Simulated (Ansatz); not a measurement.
Band structure of Zr₃Si₂ (P4/mbm, 10 atoms in the cell).

```
Zr3Si2
1.0
    7.18942     0.00000     0.00000
    0.00000     7.18942     0.00000
    0.00000     0.00000     3.75905
Zr Si
6 4
Direct
  0.17407   0.67407   0.50000
  0.82593   0.32593   0.50000
  0.32593   0.17407   0.50000
  0.67407   0.82593   0.50000
  0.00000   0.00000   0.00000
  0.50000   0.50000   0.00000
  0.62185   0.12185   0.00000
  0.37815   0.87815   0.00000
  0.87815   0.62185   0.00000
  0.12185   0.37815   0.00000
```

Method: r2SCAN, default PAW files made with PBE (plane waves; Ansatz, an electronic-structure program).

Settings: basis.ecutwfc = 500 eV; kpoints.mp_grid.grid = 3 3 6; hamiltonian.xc = r2scan; hamiltonian.pseudopotentials = {kind: paw} (the program's default PAW files); scf.occupations.method = cold; scf.occupations.width = 0.136 eV; kpoints.band_path.npoints = 6.

The starting cell comes from a database of computed structures (which also holds hypothetical and non-ambient phases and stackings), without a prior relaxation at this level. Its lattice was rescaled by a random factor within 2.5 % of one.

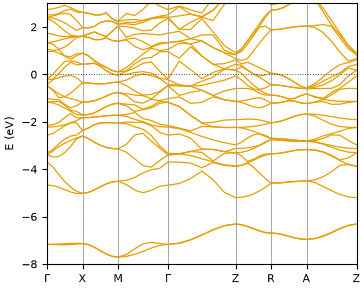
*Bands along the path, energies from the Fermi level.*

Levels in eV from the Fermi level, bands 40 to 47:
```tsv
point	40	41	42	43	44	45	46	47
Γ	-0.48	-0.48	-0.43	-0.22	-0.19	0.96	1.06	1.34
X	-1.17	-0.35	-0.35	0.43	0.43	0.89	0.89	1.60
M	-0.76	-0.32	-0.32	-0.03	-0.03	0.10	0.10	1.39
Z	-1.14	-0.59	-0.07	0.18	0.18	0.42	0.61	0.67
R	-1.22	-0.87	-0.87	-0.44	-0.44	0.05	0.05	1.88
A	-1.23	-0.82	-0.82	-0.60	-0.60	-0.58	-0.58	2.04
```

Bands cross the Fermi level along this path, so the cell is metallic at this level.

Keys are those of Ansatz 0.2.
